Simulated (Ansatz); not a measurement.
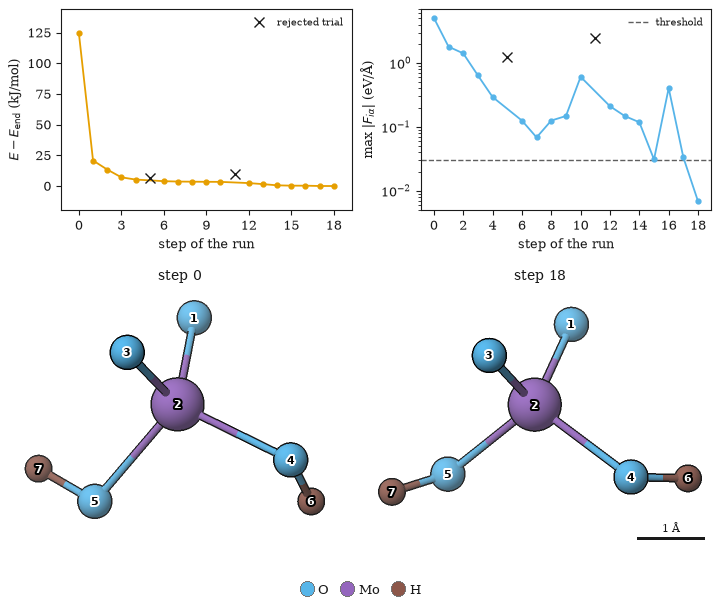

First and last geometry of a relaxation of MoH$_{2}$O$_{4}$ (coarse preliminary run), with the history of the run. Style: ball-and-stick. Shown at a tilt.

The start comes from a force field.

Level of theory: RKS PBE-D4/def2-SVP in Ansatz 0.2.0.

The input:
```yaml
crystal:
  periodic: [false, false, false]
  atoms:
    - {symbol: O, position_ang: [-0.166600, -2.020600, -0.212500]}
    - {symbol: Mo, position_ang: [0.079400, -0.267500, 0.307800]}
    - {symbol: O, position_ang: [1.170200, -0.260400, 1.725500]}
    - {symbol: O, position_ang: [-1.608900, 0.612000, 0.824400]}
    - {symbol: O, position_ang: [0.930700, 0.775900, -1.234100]}
    - {symbol: H, position_ang: [-2.132000, 0.800900, -0.036600]}
    - {symbol: H, position_ang: [1.788400, 0.291700, -1.420200]}
basis:
  gaussian: {orbitals: def2-SVP}
hamiltonian: {xc: pbe, dispersion: d4}
relax: {f_tol: 0.03, max_steps: 200}
```

Run as
```bash
ansatz run in.yaml --threads 4 --pin off --events-out ev --progress --plain --max-ram 10444MiB
```

Read the history and describe the run.

It converged. The largest move after the best rigid fit is that of H7, 0.55 Å. By element the largest moves are H 0.55 Å, O 0.49 Å, Mo 0.12 Å. Some distances before and after: Mo2–O5 2.047 → 1.886 Å, O1–Mo2 1.845 → 1.699 Å, Mo2–O3 1.789 → 1.699 Å, Mo2–O4 1.972 → 1.885 Å. Among the angles between lasting bonds that change: Mo2–O5–H7 104.4° → 122.4°, Mo2–O4–H6 107.4° → 122.6°, O1–Mo2–O4 112.5° → 110.0°. Groups turn about Mo2–O5 by about 75°, Mo2–O4 by about 55°. Over 16 accepted moves (18 points after the start) the energy falls by 124.5 kJ/mol. Largest force component: 5.1 eV/Å at the start, 0.0068 eV/Å at the end. The line search rejected the trial steps at points 5, 11 of the run.

```tsv
step	E − E(0), kJ/mol	largest force component, eV/Å	note
0	0.00	5.0791	
1	-103.73	1.8026	
2	-111.08	1.4152	
3	-117.43	0.6396	
4	-119.24	0.2936	
5	-117.95	1.2462	rejected
6	-120.57	0.1256	
7	-120.88	0.0685	
8	-120.99	0.1257	
9	-121.08	0.1480	
10	-121.14	0.6074	
11	-114.98	2.4237	rejected
12	-122.13	0.2105	
13	-122.98	0.1483	
14	-123.95	0.1180	
15	-124.22	0.0310	
16	-124.24	0.4042	
17	-124.50	0.0332	
18	-124.52	0.0068
```
